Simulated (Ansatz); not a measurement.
# Structural relaxation of twisted silicene bilayer, 13.17° (76 atoms)

Wanted: the relaxed structure of twisted silicene bilayer, 13.17° (76 atoms) and its electronic structure.

Calculated with Ansatz 0.2.0; Kohn-Sham DFT, RPBE+D4, PAW (set soft_2), localised support functions (medium).

**1. Set-up**

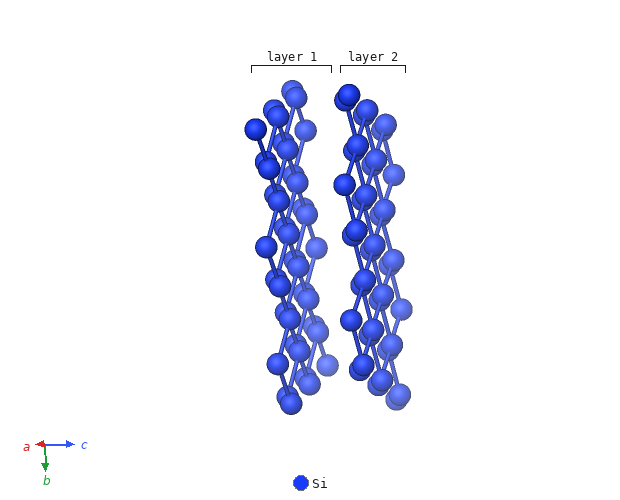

The cell as given, from the side, with the c axis across the page (silicon blue).

The cell holds 76 atoms: 76 Si. Cell: a = 16.825 Å, b = 16.825 Å, c = 20.140 Å, α = 90.0°, β = 90.0°, γ = 120.0°. It derives from Si (silicene). Silicene (a = 3.86 Å) under silicene (a = 3.86 Å), bilayer, commensurate cell of 19 unit cells a layer, twist 13.17 deg; facing planes 3.26 Å apart; 16 Å of vacuum; layers as built, displaced by a Gaussian of 0.01 Å. Regions: layer 1, 38 atoms (38 Si); layer 2, 38 atoms (38 Si). Vacuum lies along c.

Limits known from the start: Beside vacuum, support functions can miss their usual error bounds without a warning.

**2. Single point at the start**

A single point comes first, to see the forces before anything moves.

File input.yaml:

```yaml
crystal:
  lattice:
    - [16.8253, 0.0, 0.0]
    - [-8.41265, 14.57114, 0.0]
    - [0.0, 0.0, 20.14]
  atoms:
    - { symbol: Si, position: [0.17495, 0.77142, 0.41904] }
    - { symbol: Si, position: [0.19352, 0.64934, 0.39677] }
    - { symbol: Si, position: [0.28094, 0.03559, 0.41971] }
    - { symbol: Si, position: [0.29952, 0.91295, 0.39734] }
    - { symbol: Si, position: [0.12333, 0.14082, 0.41888] }
    - { symbol: Si, position: [0.13941, 0.01718, 0.3974] }
    - { symbol: Si, position: [0.22762, 0.40196, 0.41871] }
    - { symbol: Si, position: [0.24545, 0.28002, 0.39728] }
    - { symbol: Si, position: [0.33271, 0.66539, 0.41942] }
    - { symbol: Si, position: [0.34984, 0.54371, 0.39762] }
    - { symbol: Si, position: [0.43731, 0.92947, 0.41943] }
    - { symbol: Si, position: [0.45669, 0.80655, 0.39709] }
    - { symbol: Si, position: [0.38637, 0.2991, 0.41951] }
    - { symbol: Si, position: [0.40312, 0.17572, 0.397] }
    - { symbol: Si, position: [0.49028, 0.56099, 0.41892] }
    - { symbol: Si, position: [0.50904, 0.43919, 0.39729] }
    - { symbol: Si, position: [0.59523, 0.82394, 0.41887] }
    - { symbol: Si, position: [0.61511, 0.70213, 0.39666] }
    - { symbol: Si, position: [0.70154, 0.08729, 0.42012] }
    - { symbol: Si, position: [0.71839, 0.96413, 0.39769] }
    - { symbol: Si, position: [0.54467, 0.19318, 0.41975] }
    - { symbol: Si, position: [0.56208, 0.07034, 0.39763] }
    - { symbol: Si, position: [0.64835, 0.45575, 0.41939] }
    - { symbol: Si, position: [0.66626, 0.3329, 0.39753] }
    - { symbol: Si, position: [0.75491, 0.71987, 0.41936] }
    - { symbol: Si, position: [0.77185, 0.5964, 0.39703] }
    - { symbol: Si, position: [0.85974, 0.98323, 0.41946] }
    - { symbol: Si, position: [0.87702, 0.85881, 0.39757] }
    - { symbol: Si, position: [0.80658, 0.34987, 0.41908] }
    - { symbol: Si, position: [0.82398, 0.22731, 0.39837] }
    - { symbol: Si, position: [0.91361, 0.61462, 0.41918] }
    - { symbol: Si, position: [0.93032, 0.49199, 0.39644] }
    - { symbol: Si, position: [0.01795, 0.87755, 0.41881] }
    - { symbol: Si, position: [0.03563, 0.75508, 0.39685] }
    - { symbol: Si, position: [0.96447, 0.24538, 0.41925] }
    - { symbol: Si, position: [0.98324, 0.12289, 0.39728] }
    - { symbol: Si, position: [0.07263, 0.50983, 0.41894] }
    - { symbol: Si, position: [0.08675, 0.38592, 0.39762] }
    - { symbol: Si, position: [0.24584, 0.96487, 0.60196] }
    - { symbol: Si, position: [0.22984, 0.82515, 0.58136] }
    - { symbol: Si, position: [0.19338, 0.54462, 0.60375] }
    - { symbol: Si, position: [0.17567, 0.4043, 0.58038] }
    - { symbol: Si, position: [0.35172, 0.80704, 0.60316] }
    - { symbol: Si, position: [0.33303, 0.66706, 0.58133] }
    - { symbol: Si, position: [0.50864, 0.07052, 0.60246] }
    - { symbol: Si, position: [0.49187, 0.9303, 0.58115] }
    - { symbol: Si, position: [0.13899, 0.12203, 0.60264] }
    - { symbol: Si, position: [0.12215, 0.9817, 0.58032] }
    - { symbol: Si, position: [0.29771, 0.38597, 0.60277] }
    - { symbol: Si, position: [0.28124, 0.24559, 0.58147] }
    - { symbol: Si, position: [0.45639, 0.64902, 0.60219] }
    - { symbol: Si, position: [0.4388, 0.50956, 0.58096] }
    - { symbol: Si, position: [0.61441, 0.9133, 0.60303] }
    - { symbol: Si, position: [0.59629, 0.77215, 0.58065] }
    - { symbol: Si, position: [0.40307, 0.22738, 0.60323] }
    - { symbol: Si, position: [0.38633, 0.08765, 0.58166] }
    - { symbol: Si, position: [0.56212, 0.49134, 0.60255] }
    - { symbol: Si, position: [0.54426, 0.35061, 0.58116] }
    - { symbol: Si, position: [0.72034, 0.75388, 0.60219] }
    - { symbol: Si, position: [0.7009, 0.61476, 0.58132] }
    - { symbol: Si, position: [0.87643, 0.01616, 0.60305] }
    - { symbol: Si, position: [0.86036, 0.87684, 0.58081] }
    - { symbol: Si, position: [0.66729, 0.33359, 0.60299] }
    - { symbol: Si, position: [0.6504, 0.19431, 0.58168] }
    - { symbol: Si, position: [0.82531, 0.59647, 0.60278] }
    - { symbol: Si, position: [0.80719, 0.4565, 0.58153] }
    - { symbol: Si, position: [0.98297, 0.85959, 0.60237] }
    - { symbol: Si, position: [0.96538, 0.72029, 0.58029] }
    - { symbol: Si, position: [0.77166, 0.17566, 0.60325] }
    - { symbol: Si, position: [0.75475, 0.03496, 0.58098] }
    - { symbol: Si, position: [0.9295, 0.43917, 0.60328] }
    - { symbol: Si, position: [0.91054, 0.2968, 0.58168] }
    - { symbol: Si, position: [0.08671, 0.7008, 0.60267] }
    - { symbol: Si, position: [0.06993, 0.56175, 0.58122] }
    - { symbol: Si, position: [0.03488, 0.28058, 0.60205] }
    - { symbol: Si, position: [0.01677, 0.14031, 0.5814] }
kpoints:
  mp_grid: { grid: [3, 3, 1] }
hamiltonian:
  xc: rpbe
  dispersion: d4
scf:
  occupations: { method: gaussian, width: 0.05 }
  eigensolver: { kind: { support_functions: { accuracy: medium } } }
  mixing: { beta: 0.4 }
  max_iter: 150
output:
  forces: true
```

Started as:

```console
$ ansatz run input.yaml --threads 4 --pin off --max-ram 8192MiB --backend cpu --events-out ev --progress --plain --runs-dir out
```

Numbers of over 12 decimals in the logs are rounded to 6 here.

What it wrote:

```text
Warning: scf.eigensolver.kind.support_functions: disabling space-group detection — the functions' gradient is summed over unrotated k-points, so no spatial operation reduces the k-mesh or symmetrises the density; time reversal is kept, so that k and −k are solved as one point where they differ and the mesh holds both, and exact exchange and, on two spinor components, a DFT+U term hold to it where the run has them: [...]
settings of this run that can trade accuracy for cost: scf.eigensolver.kind.support_functions [...]
Engine: ansatz 0.2.0, aarch64-unknown-linux-gnu
Pseudopotentials: kind: paw
Pseudopotential: Si, paw, valence charge 4, recommended cutoff 420 eV (normal), Si.paw.azcp
[... 5 lines on functional and potentials left out ...]
Crystal: 76 atoms, lattice volume = 4937.599 Å³
Basis set: ecut = 420 eV, 96559 PW (Γ), exchange–correlation on 240×240×270 points (8 copies of the dense FFT grid, shifted against one another)
Bands: 183, of which v1, the nominal top of the filled ones, is band 152 counted from 1 (151 counted from 0)
Symmetry: 1 space group operations
k-points: 5 of 9 (time reversal used)
[... 4 lines on functional and potentials left out ...]
Initial density: superposition of atomic densities (neutral atoms: chi_scale 0, normalization atom)
Initial wavefunctions: pseudopotential atomic-orbital guess
Eigensolver: Support functions (medium, 72×72×90 points, laid for a spacing of at most 0.257060 Å, radius 4.549192 Å, 150 sites without an atom, 0 species' potentials softened for the grid, 1 wholly corrected for its errors in the mean over positions, 1 with the egg-box correction, energy correction by stochastic trace)
Functional: x = rpbe, c = pbe(β = 0.066725)
SCF iter   1: F=—  HF=-48541.136733 eV  |F-HF|=—  |Δ(HF+E_count)|=         —  Δρ=1.94e-2  dr2=1.91e1  ethr=1.00e-1
preconditioner: auto → LDOS  [metal: Δε(μ)=0.021 eV  Ē_g=6.618 eV  σ=0.050 eV  W_gap=0.23  n_scr=424 (ndim 8)  ℏωp=9.2 eV  f_vac=0.547  D(μ)=34.14/eV (n_scr^D=108)  β=0.4 kept]
SCF iter   2: F=—  HF=-48560.449017 eV  |F-HF|=—  |Δ(HF+E_count)|=    1.93e1  Δρ=1.71e-2  dr2=1.46e1  ethr=6.27e-3
SCF iter   3: F=—  HF=-48558.444068 eV  |F-HF|=—  |Δ(HF+E_count)|=    2.00e0  Δρ=9.31e-3  dr2=4.29e0  ethr=4.79e-3  κ⁻¹=1.0e0(r=1)
SCF iter   4: F=—  HF=-48557.658569 eV  |F-HF|=—  |Δ(HF+E_count)|=   7.85e-1  Δρ=1.59e-3  dr2=1.56e-1  ethr=1.41e-3  κ⁻¹=8.8e-4(r=2)
SCF iter   5: F=—  HF=-48557.774307 eV  |F-HF|=—  |Δ(HF+E_count)|=   1.16e-1  Δρ=5.99e-4  dr2=2.23e-2  ethr=5.12e-5  κ⁻¹=1.5e-4(r=3)
SCF iter   6: F=—  HF=-48557.791879 eV  |F-HF|=—  |Δ(HF+E_count)|=   1.76e-2  Δρ=2.43e-4  dr2=6.07e-3  ethr=7.33e-6  κ⁻¹=5.3e-5(r=4)
SCF iter   7: F=—  HF=-48557.799665 eV  |F-HF|=—  |Δ(HF+E_count)|=   7.79e-3  Δρ=7.68e-5  dr2=1.14e-3  ethr=2.00e-6  κ⁻¹=2.3e-6(r=5)
SCF iter   8: F=—  HF=-48557.801160 eV  |F-HF|=—  |Δ(HF+E_count)|=   1.50e-3  Δρ=5.06e-5  dr2=3.65e-4  ethr=3.76e-7  κ⁻¹=7.8e-7(r=6)
SCF iter   9: F=—  HF=-48557.802114 eV  |F-HF|=—  |Δ(HF+E_count)|=   9.54e-4  Δρ=2.48e-5  dr2=9.99e-5  ethr=1.20e-7  κ⁻¹=1.7e-7(r=7)
SCF iter  10: F=—  HF=-48557.802758 eV  |F-HF|=—  |Δ(HF+E_count)|=   6.44e-4  Δρ=1.39e-5  dr2=1.99e-5  ethr=3.29e-8  κ⁻¹=2.3e-7(r=7)
SCF iter  11: F=—  HF=-48557.803248 eV  |F-HF|=—  |Δ(HF+E_count)|=   4.89e-4  Δρ=7.13e-6  dr2=5.48e-6  ethr=6.56e-9  κ⁻¹=3.0e-6(r=7)
SCF iter  12: F=-48557.803646 eV  HF=-48557.803645 eV  |F-HF|=9.94e-7  |Δ(HF+E_count)|=   3.97e-4  Δρ=2.66e-6  dr2=5.51e-7  ethr=1.80e-9
SCF 1 converged in 12 iterations: F = -48557.809315 eV  dr2 = 5.51e-7
  greatest PAW one-centre occupation: 0.650 electrons in one spin orbital (limit 2), on the Si atom at site 68 (counted from 0), in its partial waves of l = 0
SCF converged after 12 iterations
Stability not checked: this state was not tested for a lower state beside it, because the mixer in use, unlike msr1, does not test its closes by its own steps (another_mixer; see scf.mixing.algorithm and scf.lower_state_search)
Free energy (F): -48557.809315 eV
Harris-Foulkes:  -48557.809314 eV  (|F-HF|=9.94e-7)
Internal energy: -48557.767183 eV  (E = F + TS)
E sigma→0 (E₀):  -48557.788249 eV
Entropy (-TS):   -0.042132 eV (-0.554 meV/atom)
Fermi energy:    -1.172265 eV
--- Per-component energies (eV) ---
  E_band       = -1870.408392
  E_kinetic    = 2967.414458
  E_local      = -53395.860344  (includes V_loc(G=0)·N_el)
  E_nonlocal   = 1944.731979
  E_grid_corr  = -0.004240  (part of E_nonlocal)
  E_hartree    = 25115.577520
  E_xc         = -4142.844223
  E_vxc        = -3459.264381  (∫ρ·V_xc dr)
  E_paw        = -39186.563755  (= ΣΔE_a)
  E_vpaw       = -158.525463  (= ΣTr[D̂ρ^β])
  E_aug_tail   = 0.000502  (compensation charges beyond the density's cutoff)
  E_ewald      = 18187.627040
  E_disp       = -46.021968  (pairwise vdW)
  E_core_change = -1.822722  (= ΣΔE_core)
  E_smearing   = -0.042132  (= −TS)
  E_closure    = -0.000000  (closes the sum)
  E_support_correction = -0.005670  (second-order, or where that is not computed along the SCF)
  E_support_correction_error = 8.4e-5  (of E_support_correction; not in F)
  Σ components = -48557.809315   (vs F -48557.809315, Δ=0.00e0)
--- Forces (eV/Å), atoms counted from 1 ---
  atom   1  Si     0.31446991     0.23934749     0.64752400
  atom   2  Si    -0.05520011     0.19359938    -0.10393596
  atom   3  Si    -0.05584231    -0.09780680     0.44197840
  atom   4  Si    -0.43538385    -0.05617760    -0.05352358
  atom   5  Si    -0.08960512     0.00959367     0.61451653
  atom   6  Si     0.36851443     0.13862371     0.01298895
  atom   7  Si    -0.32266025     0.28083892     0.64476923
  atom   8  Si     0.13447913    -0.05388149    -0.09412794
  atom   9  Si     0.00207861     0.37998743     0.81734435
  atom  10  Si     0.14292410    -0.37046155    -0.09250596
  atom  11  Si     0.61694341    -0.03663646     0.63878009
  atom  12  Si    -0.41890106    -0.00548624    -0.03628149
  atom  13  Si    -0.05696174    -0.00462457     0.49091318
  atom  14  Si     0.32079252     0.06683324     0.06622613
[...]
atom  75  Si    -0.06282162    -0.01098189     0.03186674
  atom  76  Si     0.06386566     0.02468522    -0.55682058
  max |Σ_I F_I| component: 4.66e-4 eV/Å
--- Band table (eV; the first three rows and the last of 5) ---
  k-point 0: bands = ["-12.4930", "-12.1310", "-11.9045", "-11.8895", [... 140 levels ...], "-1.8747", "-1.8635", "-1.4264", "-1.4251", "-1.4118", "-1.4038", "-1.3974", "-1.3709", "-0.9347", "-0.8675", "-0.8588", "-0.8455"]
[...]
guard bands above this table: 27 of the run's 183 bands (output.publish_guard_bands: true publishes all)
settings of this run that can trade accuracy for cost: scf.eigensolver.kind.support_functions [...]
```

It took 2.5 min on 4 threads of Arm Neoverse V1, shared host; peak memory 5.1 GiB.

The program notes that the band table was not solved further than the SCF left it and it switched symmetry off.

Read from the output:

* free energy: -48557.8093 eV
* free energy per atom: -638.9185 eV/atom
* SCF cycles: 12
* r.m.s. force component: 0.2864 eV/Å
* longest force: 0.9014 eV/Å
* Fermi energy: -1.172 eV
* levels partly filled by over 2 per cent: 8

The r.m.s. force component of 0.29 eV/Å sets the starting point.

Length of the force by element:

| element | coordination | atoms | mean length of the force (eV/Å) | spread | least | most |
| --- | --- | --- | --- | --- | --- | --- |
| Si | all | 76 | 0.441 | 0.228 | 0.0542 | 0.901 |

(Part 1 of 2 ends here.)

[Logs are printed without paths, hosts, clocks, repeated set-up lines and the standing remarks that a program may print on its own settings, such as how far it seeks lower states.]

[Hosts, paths, dates, database ids (printed as entryN), source tags and the programs' standing remarks are cut or masked in the printed files.]
